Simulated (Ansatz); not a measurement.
**TaSi2(001) (P6_222 bulk, slab 7 Å thick): what a tunnelling microscope would see**

The task: relax TaSi2(001) (P6_222 bulk, slab 7 Å thick) and compute the vacuum tail of its states by energy, as an STM tip samples it.

The COD entry's cell or inner coordinates are ideal or old and differ from later refinements, so a difference from it is no clean test against experiment.

Computed with Ansatz 0.2.0 (DFT PBEsol, scalar-relativistic, plane waves, PAW, unless a step's input says otherwise).

### 1 The starting structure

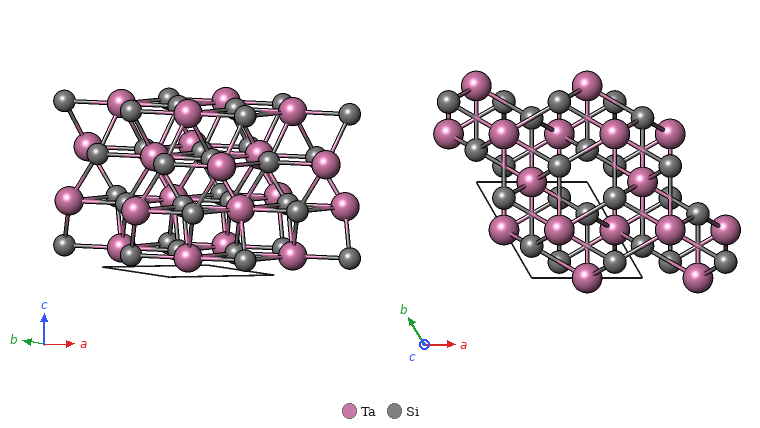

Start, viewed from the side (left, normal up) and from above (right); tantalum pink, silicon grey; 2×2 surface cells, with atoms on the cell's edges repeated; the outline under the slab is one cell, and the vacuum is left out.

Coordinates:

```
CELL_PARAMETERS angstrom
4.78000 0.00000 0.00000
-2.39000 4.13960 0.00000
0.00000 0.00000 24.56400
ATOMIC_POSITIONS crystal
Ta 0.50000 0.50000 0.36639
Si 0.16665 0.83335 0.36639
Si 0.83335 0.16665 0.36639
Ta 0.00000 0.50000 0.45546
Si 0.66670 0.83335 0.45546
Si 0.33330 0.16665 0.45546
Ta 0.50000 0.00000 0.54454
Si 0.83335 0.66670 0.54454
Si 0.16665 0.33330 0.54454
Ta 0.50000 0.50000 0.63361
Si 0.16665 0.83335 0.63361
Si 0.83335 0.16665 0.63361
```

Slab cut from the bulk at the bulk's listed lattice constants, lower half held.

### 2 Relaxing the atoms

File input.yaml:

```yaml
crystal:
  lattice:
    - [4.77999938, 0.0, 0.0]
    - [-2.38999969, 4.13960089, 0.0]
    - [0.0, 0.0, 24.5639999405]
  atoms:
    - { symbol: Ta, position: [0.5, 0.5, 0.3663898397] }
    - { symbol: Si, position: [0.16665, 0.83335, 0.3663898397] }
    - { symbol: Si, position: [0.83335, 0.16665, 0.3663898397] }
    - { symbol: Ta, position: [0.0, 0.5, 0.4554632799] }
    - { symbol: Si, position: [0.6667, 0.83335, 0.4554632799] }
    - { symbol: Si, position: [0.3333, 0.16665, 0.4554632799] }
    - { symbol: Ta, position: [0.5, 0.0, 0.5445367201] }
    - { symbol: Si, position: [0.83335, 0.6667, 0.5445367201] }
    - { symbol: Si, position: [0.16665, 0.3333, 0.5445367201] }
    - { symbol: Ta, position: [0.5, 0.5, 0.6336101603] }
    - { symbol: Si, position: [0.16665, 0.83335, 0.6336101603] }
    - { symbol: Si, position: [0.83335, 0.16665, 0.6336101603] }
basis:
  ecutwfc: 420.0
  fft_grid_basis: typed
kpoints:
  mp_grid: { grid: [6, 6, 1] }
hamiltonian:
  xc: pbesol
scf:
  occupations: { method: gaussian, width: 0.1 }
output:
  forces: true
  eigenvalues: true
efield:
  axis: 3
  dipole_correction: true
  ramp_width: 0.04
relax:
  adjacent_minimum: "off"
  f_tol: 0.04
  max_steps: 40
  constraints: [{ sites: [0, 1, 2, 3, 4, 5] }]
```

On the command line:

```
ansatz run input.yaml --threads 1 --pin off --max-ram 2211MiB --backend cpu --events-out ev --progress --plain --runs-dir out
```

Log:

```text
Warning: RAYON_NUM_THREADS=1 ignored (pool sized by the plan → 1); use --threads N
Engine: ansatz 0.2.0, x86_64-unknown-linux-gnu
Pseudopotentials: kind: paw
Pseudopotential: Ta, paw, valence charge 13, recommended cutoff 420 eV (normal), Ta.paw.azcp
Pseudopotential: Si, paw, valence charge 4, recommended cutoff 420 eV (normal), Si.paw.azcp
Functional definition: PBEsol
  exchange = pbesol_x
  correlation = pbesol_c
Crystal: 12 atoms, lattice volume = 486.055 Å³
Basis set: ecut = 420 eV, 9377 PW (Γ), exchange–correlation on 64×64×360 points (8 copies of the dense FFT grid, shifted against one another)
Bands: 54, of which v1, the nominal top of the filled ones, is band 42 counted from 1 (41 counted from 0)
Symmetry: 2 space group operations
k-points: 20 of 36
Non-local potential: Ta, projectors of the file, l = 0: 3, l = 1: 2, l = 2: 2, l = 3: 1
Non-local potential: Si, projectors of the file, l = 0: 2, l = 1: 2, l = 2: 2
PAW form: soft (Blöchl's): semilocal exchange-correlation on the pseudo side does not see the compensation charge
PAW frozen core: Ta, regenerated for the run's functional, and the local potential with it (the file was generated under x = pbe(κ = 0.804, μ = 0.2195149727645171), c = pbe(β = 0.06672455060314922))
PAW frozen core: Si, regenerated for the run's functional, and the local potential with it (the file was generated under x = pbe(κ = 0.804, μ = 0.2195149727645171), c = pbe(β = 0.06672455060314922))
PAW one-centre angular grid: Ta, 590 points (default); XC on 64 Gauss nodes
PAW one-centre angular grid: Si, 110 points (default); XC on 64 Gauss nodes
Initial density: superposition of atomic densities (neutral atoms: chi_scale 0, normalization atom), corrected by the library's trained network
Initial wavefunctions: pseudopotential atomic-orbital guess
Functional: x = pbesol(κ = 0.804, μ = 0.12345679012345678), c = pbesol(β = 0.046)
SCF iter   1: F=—  HF=-44198.299979 eV  |F-HF|=—  |Δ(HF+E_count)|=         —  Δρ=5.49e-3  dr2=1.18e0  ethr=1.77e-3  p=-0.000 e·Å  D=-1.24e-12 V/Å  ΔV_dip=0.00 eV  dr2_dipole=3.98e-8  V_vac-E_F(+/−)=4.25/4.25 eV  ⟨swp⟩=11.3  Hψ=6586  notcnv=0
efield: sawtooth ramp at fractional position 0.9800 (placed from the atoms, in the widest stretch of the axis that holds none; the zero of the levels goes with the place), width 0.0400; the density the first Hamiltonian is built on has a dipole p = -0.000 e·Å; the dipole correction subtracts the counter field D = -1.24e-12 V/Å, which shifts the + side's vacuum level by +0.00 eV against the − side's; the planar-averaged density in the ramp window peaks in size at 4.4e-6 e/Å³
preconditioner: auto → LDOS  [metal: Δε(μ)=0.032 eV  Ē_g=6.365 eV  σ=0.100 eV  W_gap=0.18  n_scr=80 (ndim 8)  ℏωp=12.1 eV  f_vac=0.555  D(μ)=10.26/eV (n_scr^D=68)  β→1.0]
SCF iter   2: F=—  HF=-44198.216789 eV  |F-HF|=—  |Δ(HF+E_count)|=   8.32e-2  Δρ=2.30e-3  dr2=3.75e-2  ethr=1.41e-3  p=-0.000 e·Å  D=-1.18e-5 V/Å  ΔV_dip=0.00 eV  dr2_dipole=5.37e-8  V_vac-E_F(+/−)=4.10/4.10 eV  ⟨swp⟩=2.5  Hψ=1405  notcnv=0  defer=75
SCF iter   3: F=—  HF=-44198.219621 eV  |F-HF|=—  |Δ(HF+E_count)|=   2.83e-3  Δρ=1.12e-3  dr2=1.33e-2  ethr=4.46e-5  p=-0.000 e·Å  D=-3.41e-7 V/Å  ΔV_dip=0.00 eV  dr2_dipole=5.15e-10  V_vac-E_F(+/−)=4.10/4.10 eV  ⟨swp⟩=3.3  Hψ=2189  notcnv=0  defer=95
SCF iter   4: F=—  HF=-44198.216743 eV  |F-HF|=—  |Δ(HF+E_count)|=   2.88e-3  Δρ=3.31e-4  dr2=9.43e-4  ethr=1.58e-5  p=-0.000 e·Å  D=-1.08e-6 V/Å  ΔV_dip=0.00 eV  dr2_dipole=9.14e-10  V_vac-E_F(+/−)=4.09/4.09 eV  ⟨swp⟩=2.2  Hψ=1651  notcnv=0  defer=89
SCF iter   5: F=—  HF=-44198.216693 eV  |F-HF|=—  |Δ(HF+E_count)|=   5.06e-5  Δρ=1.17e-4  dr2=1.44e-4  ethr=1.12e-6  p=-0.000 e·Å  D=-7.06e-7 V/Å  ΔV_dip=0.00 eV  dr2_dipole=3.77e-11  V_vac-E_F(+/−)=4.09/4.09 eV  ⟨swp⟩=2.0  Hψ=1624  notcnv=0  defer=89
SCF iter   6: F=-44198.216673 eV  HF=-44198.216688 eV  |F-HF|=1.52e-5  |Δ(HF+E_count)|=   4.60e-6  Δρ=4.96e-5  dr2=2.62e-5  ethr=4.76e-8  p=-0.000 e·Å  D=-5.90e-7 V/Å  ΔV_dip=0.00 eV  dr2_dipole=1.19e-12  V_vac-E_F(+/−)=4.09/4.09 eV  ⟨swp⟩=17.4  Hψ=7146  notcnv=0
SCF 1 converged in 6 iterations: F = -44198.216673 eV  dr2 = 2.62e-5
relax step   1: F+E_penalty+E_count = -44198.21667303 eV  Δ(F+E_penalty+E_count) = +0.000e0 eV  max|allowed force component| = 1.220e0 eV/Å  Δτ_max = 0.0000 Å  (6 SCF iters, dr2 threshold 4.00e-5 eV, accepted)
[... 12 lines left out ...]
relax step   2: F+E_penalty+E_count = -44198.29521055 eV  Δ(F+E_penalty+E_count) = -7.854e-2 eV  max|allowed force component| = 1.407e0 eV/Å  Δτ_max = 0.1836 Å  (6 SCF iters, dr2 threshold 9.30e-5 eV, accepted)
[... 8 lines left out ...]
relax step   3: F+E_penalty+E_count = -44198.35700259 eV  Δ(F+E_penalty+E_count) = -6.179e-2 eV  max|allowed force component| = 1.991e-1 eV/Å  Δτ_max = 0.0856 Å  (5 SCF iters, dr2 threshold 1.00e-4 eV, accepted)
[... 8 lines left out ...]
relax step   4: F+E_penalty+E_count = -44198.36265334 eV  Δ(F+E_penalty+E_count) = -5.651e-3 eV  max|allowed force component| = 1.237e-1 eV/Å  Δτ_max = 0.0268 Å  (5 SCF iters, dr2 threshold 2.48e-6 eV, accepted)
[... 10 lines left out ...]
relax step   5: F+E_penalty+E_count = -44198.36425301 eV  Δ(F+E_penalty+E_count) = -1.600e-3 eV  max|allowed force component| = 2.537e-2 eV/Å  Δτ_max = 0.0204 Å  (7 SCF iters, accepted)
SCF converged after 7 iterations
Free energy (F): -44198.364253 eV
Harris-Foulkes:  -44198.364253 eV  (|F-HF|=2.82e-8)
Internal energy: -44198.318780 eV  (E = F + TS)
E sigma→0 (E₀):  -44198.341516 eV
Entropy (-TS):   -0.045473 eV (-3.789 meV/atom)
Fermi energy:    2.716100 eV
Dipole field:    D = -0.006202 V/Å  (p = -0.016660 e·Å, saw-weighted, corrected)
Work function:   Φ+ = 4.2670 eV   Φ− = 4.1146 eV
Levels:          The Fermi level and band energies are counted from a zero that moves with the ramp; work functions are not
--- Per-component energies (eV) ---
  E_band       = -1363.131937
  E_kinetic    = 1798.540535
  E_local      = -58952.188575  (includes V_loc(G=0)·N_el)
  E_nonlocal   = 271.962141
  E_hartree    = 28598.517770
  E_xc         = -1311.175652
  E_vxc        = -1197.413828  (∫ρ·V_xc dr)
  E_paw        = -37080.967786  (= ΣΔE_a)
  E_vpaw       = -481.061293  (= ΣTr[D̂ρ^β])
  E_aug_tail   = 0.000625  (compensation charges beyond the density's cutoff)
  E_efield     = 0.000052  (sawtooth field / dipole correction)
  E_vefield    = -0.003752  (∫n·V_field dr)
  E_ewald      = 22475.885040
  E_core_change = 1.107071  (= ΣΔE_core)
  E_smearing   = -0.045473  (= −TS)
  E_closure    = -0.000000  (closes the sum)
  Σ components = -44198.364253   (vs F -44198.364253, Δ=0.00e0)
--- Forces (eV/Å), atoms counted from 1 ---
  atom   1  Ta     0.00000000     0.00000000     1.10204652
  atom   2  Si     0.05808030     0.06917584    -0.51226772
  atom   3  Si    -0.05808030    -0.06917584    -0.51226772
  atom   4  Ta     0.00000000     0.00000000     0.67673225
  atom   5  Si     0.58196761    -0.16938241    -0.37594118
  atom   6  Si    -0.58196761     0.16938241    -0.37594118
  atom   7  Ta     0.00000000     0.00000000    -0.00809131
  atom   8  Si    -0.02260128    -0.02537479     0.01559059
  atom   9  Si     0.02260128     0.02537479     0.01559059
  atom  10  Ta     0.00000000     0.00000000    -0.00823763
  atom  11  Si     0.00249467    -0.01018725    -0.00860981
  atom  12  Si    -0.00249467     0.01018725    -0.00860981
  max |Σ_I F_I| component: 6.40e-6 eV/Å
--- Band table (eV; the first three rows and the last of 20) ---
  k-point 0: bands = ["-65.1458", "-64.9298", "-64.8041", "-64.7396", "-31.8688", "-31.6713", "-31.6209", "-31.6091", "-31.4794", "-31.4687", "-31.4440", "-31.4077", "-31.3486", "-31.3285", "-31.3034", "-31.2900", "-9.9824", "-8.7122", "-7.1537", "-5.6802", "-3.2314", "-3.2021", "-2.8835", "-2.6232", "-2.4084", "-2.2432", "-1.8486", "-1.6909", "-1.5342", "-1.1438", "-1.0823", "-0.5580", "-0.2384", "0.4239", "0.5539", "0.6559", "0.8079", "0.8887", "1.1050", "1.7514", "2.7811", "2.9198", "3.0992", "3.3538", "3.4130", "3.4954", "3.5333", "4.0474", "5.9117", "6.1370", "6.3513", "6.5073", "6.6490", "6.7116"]
[... 3 lines left out ...]
--- Relaxed structure (5 steps of the walk, 5 accepted, 0 SCFs on fresh bases) ---
  F+E_penalty+E_count = -44198.36425301 eV   max|allowed force component| = 2.537e-2 eV/Å
  atoms:
    - { symbol: Ta, position: [0.5, 0.5, 0.3663898397] }
    - { symbol: Si, position: [0.16664999999999996, 0.83335, 0.3663898397] }
    - { symbol: Si, position: [0.83335, 0.16665, 0.3663898397] }
    - { symbol: Ta, position: [0.0, 0.5, 0.4554632799] }
    - { symbol: Si, position: [0.6667, 0.83335, 0.4554632799] }
    - { symbol: Si, position: [0.3333, 0.16665, 0.4554632799] }
    - { symbol: Ta, position: [0.5, 0.0, 0.5440712346302363] }
    - { symbol: Si, position: [0.8412332029312454, 0.6852966369681162, 0.5446958281663816] }
    - { symbol: Si, position: [0.15876679706875452, 0.3147033630318838, 0.5446958281663816] }
    - { symbol: Ta, position: [0.5, 0.5, 0.6300489005540972] }
    - { symbol: Si, position: [0.17116455987636606, 0.8256962850935631, 0.6368310144976809] }
    - { symbol: Si, position: [0.8288354401236339, 0.17430371490643687, 0.6368310144976809] }
```

It took 2 min on 1 thread of Intel Xeon 6975P-C (Granite Rapids), shared host; peak memory 0.81 GiB.

Step by step:

| step | energy from step 1 (eV/cell) | largest force component (eV/Å) |
| --- | --- | --- |
| 1 | 0.0000 | 1.2201 |
| 2 | -0.0785 | 1.4066 |
| 3 | -0.1403 | 0.1991 |
| 4 | -0.1460 | 0.1237 |
| 5 | -0.1476 | 0.0254 |

Step 1 is the start.

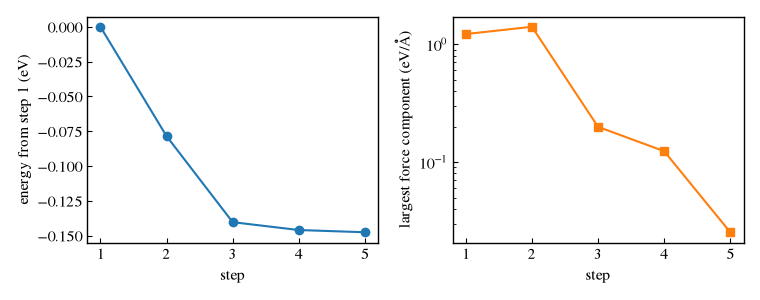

Energy and largest force along the relaxation.

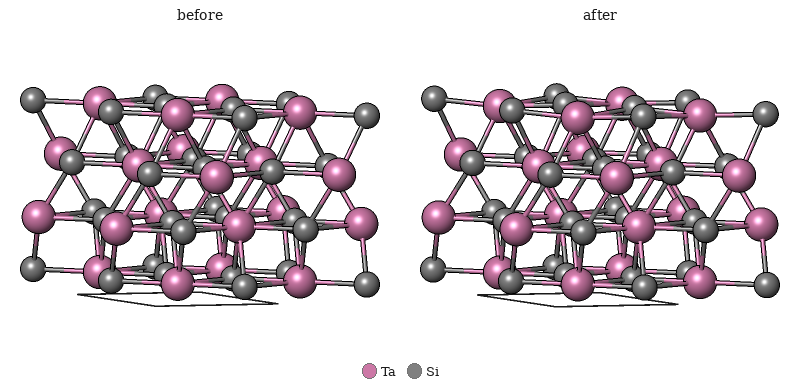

Before and after, at one scale.

A dipole layer in the vacuum cancels the field that periodic copies would set up if the slab's two faces differ.

Atoms 1, 2, 3, 4, 5, 6 (counted from 1; the input counts from 0) are held at their places.

Read from this run: work function 4.27 eV (top face), 4.11 eV (bottom face); dipole along +c -0.017 e·Å per cell.

[end of part 1 of 2]
